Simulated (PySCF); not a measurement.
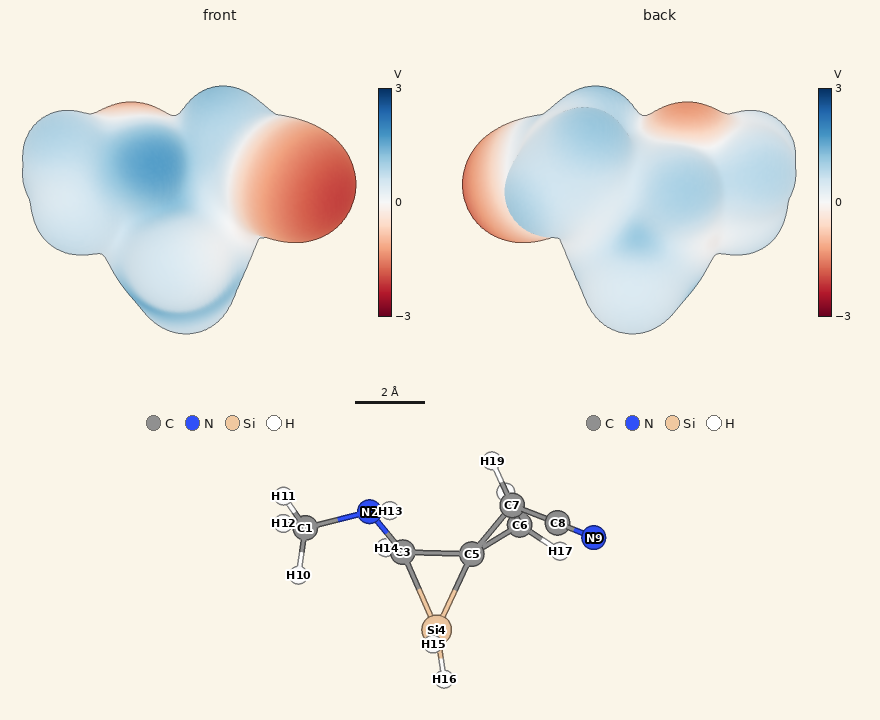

*C₆H₁₀N₂Si. The molecular electrostatic potential painted on the density surface at 0.002 e/bohr³, seen from the front and from behind; red is negative and blue positive. The bare structure is drawn below in the same view.*

Geometry: GFN2-xTB.

Method: PBE0/pcSseg-1, SCF density, gas phase, non-relativistic in PySCF.

```xyz
19

C     2.7546    0.6057   -0.5697
N     1.3937    0.7953   -0.1157
C     0.7239   -0.4312    0.1979
Si   -0.1372   -1.5490   -1.1195
C    -0.7867   -0.4244    0.2245
C    -1.7112   -0.3772    1.3818
C    -1.6781    0.7742    0.3977
C    -2.7675    0.9542   -0.4893
N    -3.6419    1.0920   -1.2175
H     2.8254   -0.0568   -1.4465
H     3.1869    1.5733   -0.8177
H     3.3322    0.1604    0.2407
H     0.8630    1.3077   -0.8146
H     1.1978   -0.9023    1.0574
H    -0.2099   -1.0300   -2.4719
H    -0.2482   -2.9757   -0.8965
H    -2.5833   -1.0171    1.3769
H    -1.3070   -0.1914    2.3677
H    -1.2161    1.7016    0.7219
```

Q: Describe the electrostatic potential map.

A: The most negative region (about −2.0 V, or −46 kcal/mol for a unit charge) lies over N9, the most positive (about +1.6 V, or +37 kcal/mol for a unit charge) over H13. N9 is the likeliest acceptor of a hydrogen bond.
